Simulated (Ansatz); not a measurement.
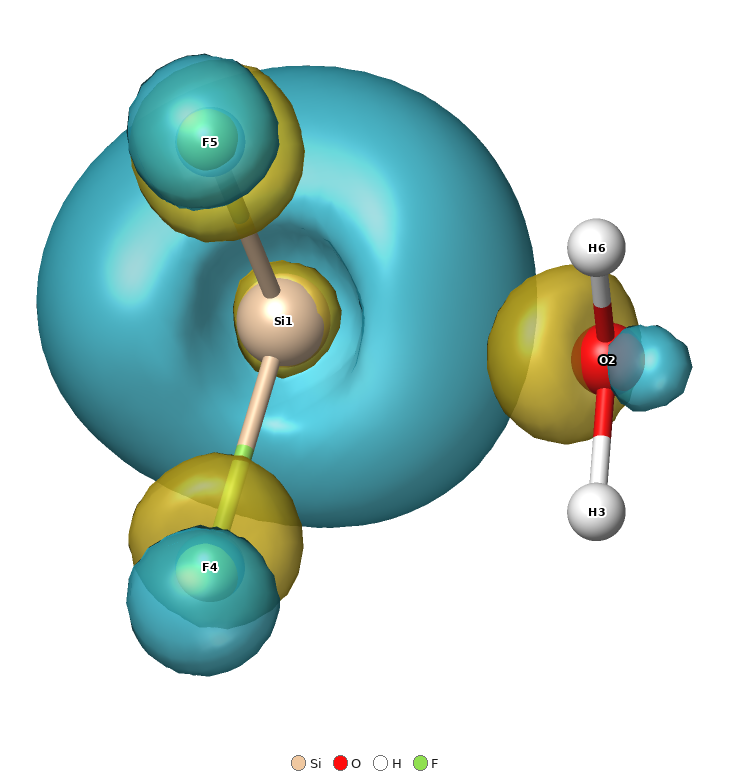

F₂Si···H₂O. One frontier orbital at ±0.15 Å⁻³ᐟ² (yellow and cyan are the two phases), seen at a tilt.

The product side of a reaction path; geometry: PBE0-D4/def2-TZVP.

Computed with Ansatz, RKS PBE0-D4/def2-TZVPP.

```yaml
atoms:
  - { symbol: Si, position_ang: [-0.6815, 0.8343, -0.7629] }
  - { symbol: O, position_ang: [0.9461, -0.4987, -0.2307] }
  - { symbol: H, position_ang: [0.5091, -1.3317, -0.0086] }
  - { symbol: F, position_ang: [-1.6544, -0.3891, -0.2888] }
  - { symbol: F, position_ang: [-0.4047, 1.5265, 0.6904] }
  - { symbol: H, position_ang: [1.2855, -0.1411, 0.6007] }
```

Which orbital is it: HOMO or LUMO?

Answer. The HOMO, at −7.01 eV. By Hirshfeld shares it lies mainly on Si1 (about 75 %), F4 (about 10 %) and F5 (about 10 %).
